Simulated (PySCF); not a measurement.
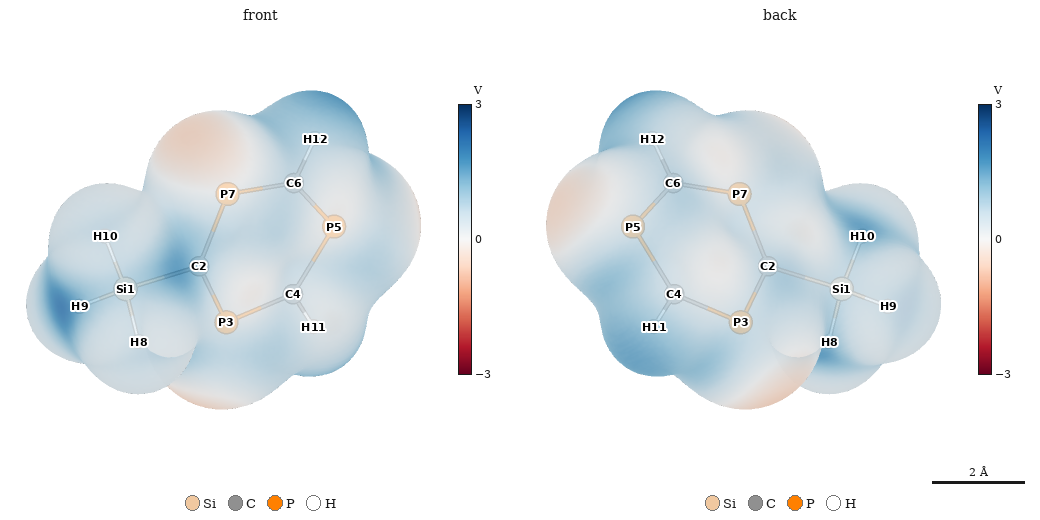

C3H5P3Si. The molecular electrostatic potential painted on the density surface at 0.004 e/bohr³, seen from the front and from behind; the colour scale runs from red (negative) to blue (positive).

Geometry: GFN2-xTB.

These are results of PBE0/pcSseg-1, SCF density, gas phase, non-relativistic in PySCF 2.14.0, not measurements.

```xyz
12

Si    2.4338   -0.2405    0.3243
C     0.5542   -0.0424    0.0751
P    -0.3167   -1.5490    0.0674
C    -1.9887   -1.1779   -0.1755
P    -2.8920    0.2820   -0.3889
C    -1.7132    1.5450   -0.3259
P     0.0035    1.5970   -0.1116
H     2.9900   -0.9655   -0.8216
H     2.6684   -1.0124    1.5470
H     3.0184    1.0964    0.4283
H    -2.6120   -2.0706   -0.1956
H    -2.1445    2.5374   -0.4490
```

> Which sites attract a positive test charge, and which a negative one?

A positive charge is drawn to the negative regions and a negative charge to the positive ones. The most negative region (about −0.6 V) lies over P3 and P7, the most positive (about +1.9 V) over Si1.

> How polar is the molecule by this calculation?

Its dipole moment is 0.24 D.
